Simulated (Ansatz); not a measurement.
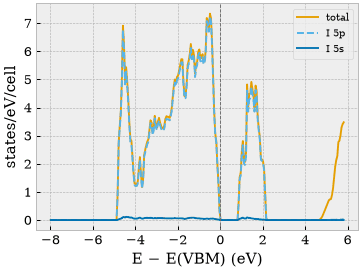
*Total and projected density of states of I (molecular I2 type, space group No. 64), the program Ansatz at the PBE+D3(BJ) level (PAW)*

Problem. Which orbitals carry the states next to the gap?

Solution. Top 1 eV of the valence band: I 5p 98 %. Bottom 1 eV of the conduction band: I 5p 96 %. Projections are on Löwdin-orthogonalised atomic valence shells; empty p or d shells of many metals are not among them.

Problem. Where is the tallest occupied peak in this window, and what makes it?

Solution. Near -0.5 eV, about 7.3 states/eV per cell; the largest projected share is I 5p.

Space group Cmce (molecular I2 type). The PBE+D3(BJ) relaxation kept the symmetry of its start. Spin–orbit coupling is left out wherever it is not named.

Potentials: the later of the program's two PAW sets.
